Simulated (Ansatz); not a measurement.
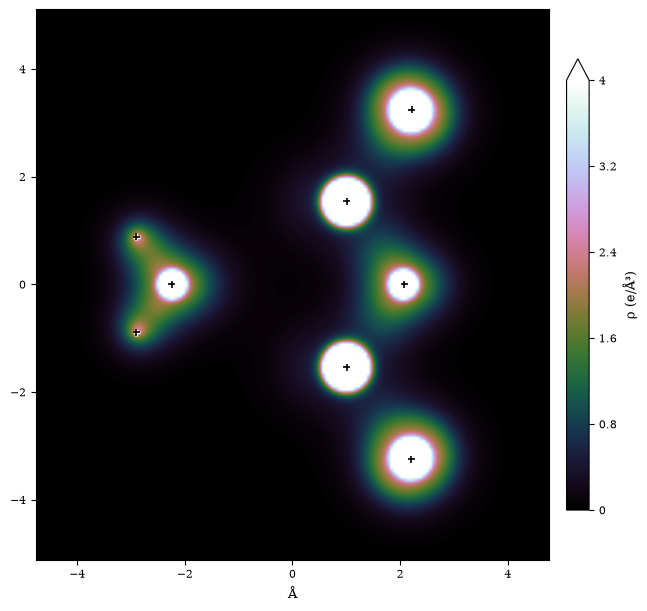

The total electron density on a plane through atoms (crosses mark nuclei in the plane).

Computed with isolated molecule in a Gaussian basis; Kohn-Sham density functional theory, functional PBE0 in Ansatz 0.2.0.

Candidates:
A. C₆H₁₂Cl₄Si₄
B. C₁₆H₁₁NS (SMILES Cc1ccc2c(c1)sc1c3ccccc3ncc21)
C. CH₃BF₃Ge (SMILES [CH3][Ge+]([F])[B](F)F) (charge +1)

Question: Which candidate gave the map?

Answer: Candidate A: C₆H₁₂Cl₄Si₄ on the plane of atoms H17, C2 and H18, which holds C, Cl, Si and H. C–Si (1.88 Å): ρ is about 0.94 e/Å³ halfway. Si–Cl (2.09 Å): the density is about 0.82 e/Å³ at the midpoint.
